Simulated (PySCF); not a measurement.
**One shape, several levels: doublet NH+**

Wanted: a comparison of 6 runs (U-wB97X-V/ccECP-cc-pVDZ, UB2PLYP/ccECP-cc-pVDZ, NEVPT2(3,3)/ccECP-cc-pVDZ, NEVPT2(5,5)/ccECP-cc-pVDZ, UCCSD(T)/ccECP-cc-pVDZ, FCI/ccECP-cc-pVDZ) of doublet NH+. Input form: a Python script.

The calculation is run with PySCF 2.14.0.

9 further runs of the same task are left out: 2 that didn't finish, 7 set aside as unsound or not needed.

## (1) The structure to begin with

The species is NH+ (2 atoms), meant as a doublet with charge +1. As SMILES of the parent species, `[NH]`. The bond length is the one measured for the parent species. That shape belongs to the parent species and isn't relaxed for this state.

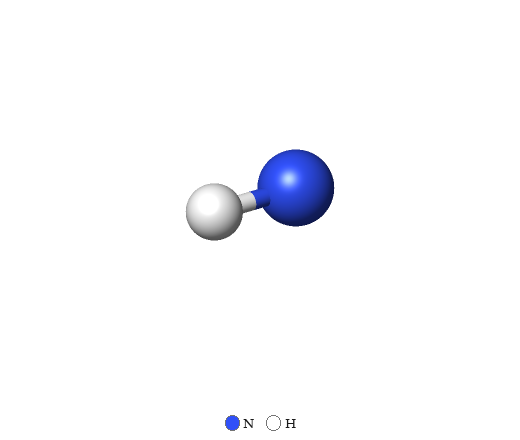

Viewed from a chosen angle; nitrogen blue, hydrogen white.

## (2) The energy at U-wB97X-V/ccECP-cc-pVDZ (core potential) (run 1)

Contents of geometry.xyz:

```xyz
2

N      0.000000     0.000000     0.000000
H      0.000000     0.000000     1.036210
```

Contents of job.py:

```python
from pyscf import gto, dft

mol = gto.M(
    atom='geometry.xyz',
    charge=1,
    max_memory=1860,
    ecp={'N': 'ccecp', 'H': 'ccecp'},
    basis='ccecp-cc-pvdz',
    verbose=3,
    spin=1,
)

mf = dft.UKS(mol)
mf.xc = 'wb97x-v'
mf.grids.level = 5
mf.conv_tol = 1e-10
mf.nlcgrids.level = 1
mf.kernel()
if not mf.converged:
    mf = mf.newton().run(mf.mo_coeff, mf.mo_occ)

energy = mf.e_tot
print('Final energy', energy)
```

On the command line:

```sh
$ OMP_NUM_THREADS=1 python job.py
```

The program printed:

```text
converged SCF energy = -9.8802857791995  <S^2> = 0.75179526  2S+1 = 2.0017945
Final energy -9.8802857791995
```

Wall time 4.2 s (1 thread of Arm Neoverse V2, shared host); peak memory 0.17 GiB.

## (3) A single-point energy at UB2PLYP/ccECP-cc-pVDZ (core potential) (run 2)

Edit geometry.xyz of step 2 so:

```diff
@@ -1,3 +1,3 @@
 2
-
+HN
 N      0.000000     0.000000     0.000000
```

Contents of input.py:

```python
from pyscf import gto, dft, mp

mol = gto.M(
    atom='geometry.xyz',
    max_memory=1860,
    spin=1,
    basis='ccecp-cc-pvdz',
    ecp={'N': 'ccecp', 'H': 'ccecp'},
    verbose=3,
    charge=1,
)

mf = dft.UKS(mol, xc='0.53*HF + 0.47*B88, 0.73*LYP')
mf.grids.level = 5
mf.conv_tol = 1e-10
mf.kernel()
if not mf.converged:
    mf = mf.newton().run(mf.mo_coeff, mf.mo_occ)

pt = mp.MP2(mf).run()
energy = mf.e_tot + 0.27 * pt.e_corr
print('PT2 part  %.8f' % (0.27 * pt.e_corr))
print('E(%s) = %.9f' % ('B2PLYP', energy))
```

On the command line:

```sh
$ OMP_NUM_THREADS=1 python input.py
```

The program printed:

```text
WARN: HOMO -0.247845513084859 >= LUMO -0.24784551308486

SCF not converged.
SCF energy = -9.8347282346916 after 50 cycles  <S^2> = 0.75328472  2S+1 = 2.003282
converged SCF energy = -9.83473157470827  <S^2> = 0.75327306  2S+1 = 2.0032704
E(UMP2) = -9.93738925073661  E_corr = -0.102657676028348
E(SCS-UMP2) = -9.94615325542074  E_corr = -0.111421680712479
PT2 part  -0.02771757
E(B2PLYP) = -9.862449147
```

Wall time 11 s (1 thread of Arm Neoverse V2, shared host); peak memory 0.26 GiB.

Runs 3 to 5 aren't shown in full; the table further down has their settings and results.

## (4) A single-point energy at FCI/ccECP-cc-pVDZ (core potential) (run 6)

Edit geometry.xyz of step 3 so:

```diff
@@ -1,3 +1,3 @@
 2
-HN
+
 N      0.000000     0.000000     0.000000
```

Contents of input.py:

```python
from pyscf import gto, scf, mcscf

mol = gto.M(
    atom='geometry.xyz',
    spin=1,
    charge=1,
    basis='ccecp-cc-pvdz',
    ecp='ccecp',
    verbose=3,
    max_memory=1860,
)

mf = scf.ROHF(mol)
mf.conv_tol = 1e-10
mf.kernel()
if not mf.converged:
    mf = mf.newton().run(mf.mo_coeff, mf.mo_occ)

cas = mcscf.CASCI(mf, mf.mo_coeff.shape[-1] - 0, (mol.nelec[0] - 0, mol.nelec[1] - 0))  # full CI above the frozen core
cas.fix_spin_(ss=0.75)
cas.kernel()
e_final = cas.e_tot
print('E(%s) = %.9f' % ('FCI', e_final))
```

On the command line:

```sh
$ OMP_NUM_THREADS=1 python input.py
```

The program printed:

```text
converged SCF energy = -9.73328656471333
CASCI E = -9.85044553418810  E(CI) = -12.4038720158858  S^2 = 0.7500000
E(FCI) = -9.850445534
```

Run time: 7.2 s. Hardware: 1 thread of Arm Neoverse V2, shared host; peak memory 0.14 GiB.

## (5) Overview of the runs

```
run                                       level  nlc grid  frozen core orbitals  energy (Eh)  wall time
  1    U-wB97X-V/ccECP-cc-pVDZ (core potential)         1                     –    -9.880286      4.2 s
  2      UB2PLYP/ccECP-cc-pVDZ (core potential)         –                     0    -9.862449       11 s
  3  NEVPT2(3,3)/ccECP-cc-pVDZ (core potential)         –                     –    -9.829988     0.82 s
  4  NEVPT2(5,5)/ccECP-cc-pVDZ (core potential)         –                     –    -9.835156     0.76 s
  5     UCCSD(T)/ccECP-cc-pVDZ (core potential)         –                     0    -9.849916      0.6 s
  6          FCI/ccECP-cc-pVDZ (core potential)         –                     0    -9.850446      7.2 s
```

## (6) Summary of results

```
                 quantity        value
      run 6: total energy  -9.85045 Eh
run 6: correlation energy   -117.2 mEh
```

**Reading.** Against full CI in this basis: NEVPT2(3,3) +20.5 mEh; NEVPT2(5,5) +15.3 mEh; UCCSD(T) +0.5 mEh. Totals of different functionals can't be ranked against each other. All runs together took 24 s, the longest 11 s.
